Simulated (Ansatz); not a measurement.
# CH4ClGa: molecular dynamics, part 2 of 2

Aim: follow the molecule's vibrations and see whether its bonds hold. The start is relaxed first. Runs: 113 steps of 0.5 fs under a Nosé-Hoover thermostat at 400 K; 150 steps of 0.5 fs under a Nosé-Hoover thermostat at 300 K.

Ansatz 0.2.0; RKS B3LYP/def2-SVP. The steps go on from the part before.

### 9 The trajectory

The trajectory, every 6 steps (energies from step 0):

| time (fs) | T (K) | potential energy change (meV/atom) | conserved energy change (meV/atom) |
| --- | --- | --- | --- |
| 0.0 | 300 | 0.0 | 0.00 |
| 3.0 | 317 | -1.6 | -0.03 |
| 6.0 | 389 | -8.3 | -0.08 |
| 9.0 | 211 | 8.3 | 0.08 |
| 12.0 | 228 | 6.6 | -0.02 |
| 15.0 | 262 | 3.5 | 0.00 |
| 18.0 | 198 | 9.4 | -0.06 |
| 21.0 | 208 | 8.5 | -0.01 |
| 24.0 | 319 | -1.8 | -0.05 |
| 27.0 | 250 | 4.8 | 0.02 |
| 30.0 | 300 | 0.2 | 0.05 |
| 33.0 | 428 | -11.7 | -0.10 |
| 36.0 | 244 | 5.5 | 0.08 |
| 39.0 | 343 | -3.8 | -0.15 |
| 42.0 | 206 | 9.0 | 0.01 |
| 45.0 | 128 | 16.3 | 0.04 |
| 48.0 | 261 | 4.0 | -0.02 |
| 51.0 | 261 | 4.1 | 0.00 |
| 54.0 | 270 | 3.3 | -0.03 |
| 57.0 | 374 | -6.1 | 0.00 |
| 60.0 | 381 | -6.8 | -0.10 |
| 63.0 | 218 | 8.6 | 0.12 |
| 66.0 | 337 | -2.4 | -0.07 |
| 69.0 | 218 | 8.7 | 0.04 |
| 72.0 | 227 | 7.9 | -0.01 |
| 75.0 | 321 | -0.8 | -0.15 |

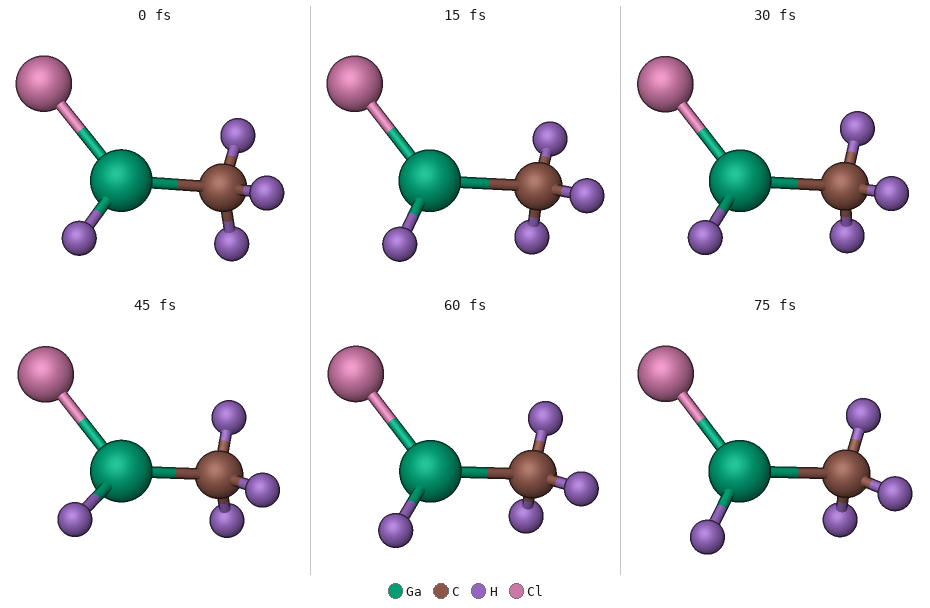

Six frames of the run, seen from a chosen angle. Sticks join atoms within a bonding distance in each frame.

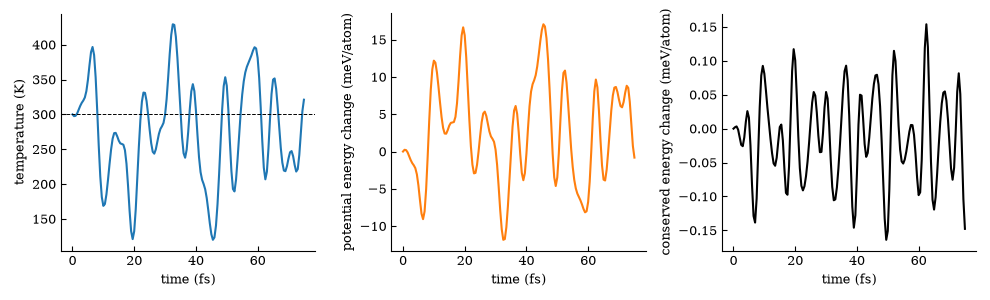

Time series of the run, each on its own scale. The dashed line is the set temperature.

### 10 Snapshots as a file

Positions (Å) and forces (eV/Å):

```xyz
7
time_fs=9.5 T=181 dE=0.0772
Ga    0.058   -0.003    0.010    0.801    0.081    0.244
C    -0.008   -0.016    2.048   -1.405    1.344   -0.817
H    -1.046   -0.171    2.494    1.076    0.504   -0.636
H     0.608   -0.797    2.424    1.024   -0.887    0.473
H     0.443    0.993    2.301   -0.506   -0.878    0.154
H     1.468    0.148   -0.900   -1.139   -0.149    0.615
Cl   -1.851   -0.009   -1.050    0.149   -0.014   -0.032
7
time_fs=19.0 T=133 dE=0.1089
Ga    0.060    0.001   -0.001   -1.408   -0.291    2.339
C    -0.011   -0.037    2.062   -1.777    2.136   -1.452
H    -1.060   -0.075    2.452    0.594   -0.496   -0.255
H     0.654   -0.721    2.509    0.915   -1.331    0.688
H     0.313    0.981    2.369    0.203   -0.129   -0.118
H     1.320    0.015   -0.749    1.418    0.067   -1.138
Cl   -1.848   -0.010   -1.041    0.054    0.044   -0.064
7
time_fs=28.0 T=272 dE=0.0188
Ga    0.059    0.002    0.007    1.300   -0.331    0.019
C    -0.023   -0.012    2.018   -0.014   -0.694   -0.781
H    -1.028   -0.256    2.349   -0.571    0.235    0.082
H     0.620   -0.738    2.512    0.477   -0.488   -0.232
H     0.307    0.931    2.407    0.020    1.096    0.298
H     1.448   -0.077   -0.953   -1.153    0.137    0.697
Cl   -1.844   -0.009   -1.034   -0.059    0.045   -0.084
7
time_fs=37.5 T=275 dE=0.0182
Ga    0.064   -0.001    0.020   -1.026    0.215    0.445
C    -0.035    0.006    1.957    0.949   -1.471   -0.475
H    -1.036   -0.268    2.219   -0.974   -0.352    0.370
H     0.674   -0.817    2.270   -0.484    0.865    0.153
H     0.180    0.953    2.409    0.534    0.803    0.465
H     1.162   -0.094   -0.963    1.267   -0.070   -0.898
Cl   -1.841   -0.008   -1.028   -0.265    0.011   -0.060
7
time_fs=47.0 T=171 dE=0.0864
Ga    0.067   -0.002    0.029    0.693    0.073   -2.382
C    -0.059    0.007    1.906    2.176   -1.199    1.403
H    -1.050   -0.300    2.183   -0.725   -0.358    0.421
H     0.752   -0.743    2.278   -1.384    0.877   -0.343
H     0.196    0.938    2.408   -0.003    0.512    0.012
H     1.253   -0.107   -1.116   -0.573    0.092    0.916
Cl   -1.843   -0.007   -1.024   -0.186    0.004   -0.027
7
time_fs=56.0 T=360 dE=-0.0346
Ga    0.072   -0.002    0.018   -0.489   -0.236   -0.322
C    -0.061   -0.004    1.932    1.284   -0.716    1.621
H    -1.038   -0.359    2.268   -0.412    0.325    0.005
H     0.673   -0.739    2.445   -0.663    1.141   -0.845
H     0.160    1.028    2.312   -0.243   -0.613   -0.018
H     1.270   -0.076   -0.920    0.525    0.053   -0.397
Cl   -1.850   -0.005   -1.020   -0.003    0.045   -0.043
7
time_fs=65.5 T=352 dE=-0.0272
Ga    0.075   -0.005    0.000    0.394   -0.242    0.538
C    -0.064   -0.028    2.013    0.250    1.091   -0.372
H    -1.105   -0.232    2.317    0.287   -0.549    0.077
H     0.745   -0.628    2.511   -0.786    0.335   -0.231
H     0.053    1.062    2.292    0.275   -0.716   -0.083
H     1.442   -0.001   -0.854   -0.583    0.040    0.148
Cl   -1.857   -0.002   -1.018    0.162    0.042   -0.077
7
time_fs=75.0 T=321 dE=-0.0057
Ga    0.079   -0.010   -0.009    0.170    0.045    1.150
C    -0.078   -0.007    2.047   -0.334    0.542   -0.757
H    -1.059   -0.398    2.400    0.245    0.545   -0.252
H     0.676   -0.574    2.575    0.693   -0.549    0.006
H     0.119    1.053    2.358   -0.530   -0.481   -0.131
H     1.440    0.128   -0.835   -0.465   -0.078    0.051
Cl   -1.860    0.002   -1.017    0.221   -0.024   -0.067
```

On run 2: Against a set 300 K the second half averages 270 K with a spread of 72 K. The conserved energy strays from its start by at most 0.16 meV/atom, 0.6 % of the mean kinetic energy, which is good for a step of 0.5 fs. No bond forms or breaks.

### 11 Summary of results

The summary covers parts 1 to 2.

```
                                     quantity                                    value
                      relaxation of the start                  4 moves, 0.078 eV lower
                                run 1: length                      113 steps of 0.5 fs
      run 1: temperature, first and last step                            400 and 318 K
              run 1: temperature, second half            mean 245 K, from 150 to 338 K
         run 1: potential energy, second half  +23 meV/atom from this run's first step
run 1: largest change of the conserved energy                            0.32 meV/atom
                run 1: bonds formed or broken                                        0
                                run 2: length                      150 steps of 0.5 fs
      run 2: temperature, first and last step                            300 and 321 K
              run 2: temperature, second half            mean 270 K, from 120 to 396 K
         run 2: potential energy, second half   +3 meV/atom from this run's first step
run 2: largest change of the conserved energy                            0.16 meV/atom
                run 2: bonds formed or broken                                        0
```

Mean temperatures of the second halves: 245 K, 270 K. No bond formed or broke in any run. A run of 75 fs with 7 atoms shows the motion but fixes no equilibrium value. The nuclei move classically, without zero-point motion, which matters most for hydrogen.
